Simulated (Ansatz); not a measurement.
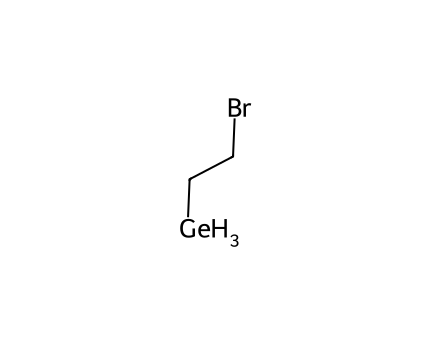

The drawing above gives the connectivity. Computed geometry: PBE0-D4/def2-TZVP optimisation. No frequency run is at hand to confirm it as a minimum.

What does the molecule look like in three dimensions?

Formula C2H7BrGe. SMILES: `[GeH3][CH2]CBr`. Among its groups: C–Br bond. Coordination: 1 Ge tetrahedral; 2 C tetrahedral.

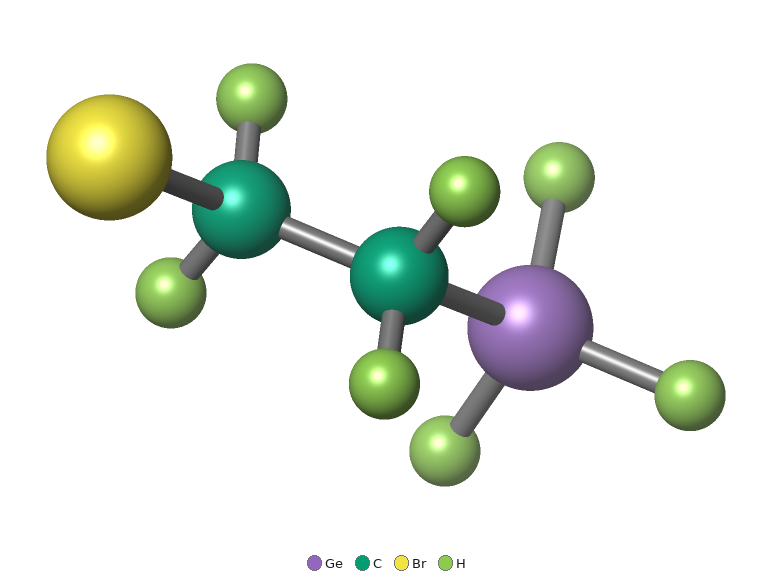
